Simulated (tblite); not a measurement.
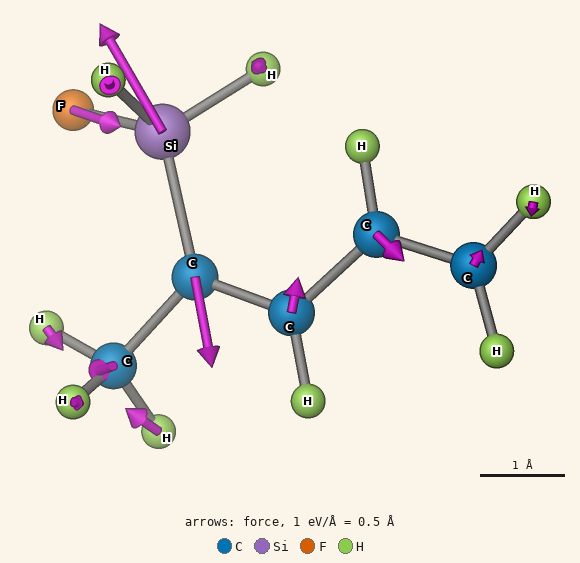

Starting geometry of C$_{5}$H$_{9}$FSi with the computed forces as purple arrows. A ball-and-stick model, seen at a tilt.

These are results of GFN2-xTB geometry optimisation, gas phase (tblite), not measurements. 

> Is this structure relaxed? If not, where do the atoms go?

It isn't relaxed: the largest force vector, on the Si atom, is 3.11 eV/Å. The final displacements have little in common with the starting forces (cosine between the two patterns 0.21). The largest move after the best rigid fit is that of the F atom, 0.90 Å. By element the largest moves are F 0.90 Å, H 0.88 Å, C 0.15 Å, Si 0.10 Å. Near-neighbour distances that change, for instance: F–Si 1.702 → 1.614 Å, C–Si 1.803 → 1.886 Å, H–Si 1.503 → 1.458 Å, C–H 1.125 → 1.088 Å. Bond angles that change, for instance: C–Si–F 112.6° → 106.0°, H–Si–H 108.8° → 114.2°, C–C–Si 121.2° → 116.3°. Groups turn about C–C by about 45°, C–Si by about 30°. Over 99 geometry steps the energy falls by 10.7 kcal/mol.
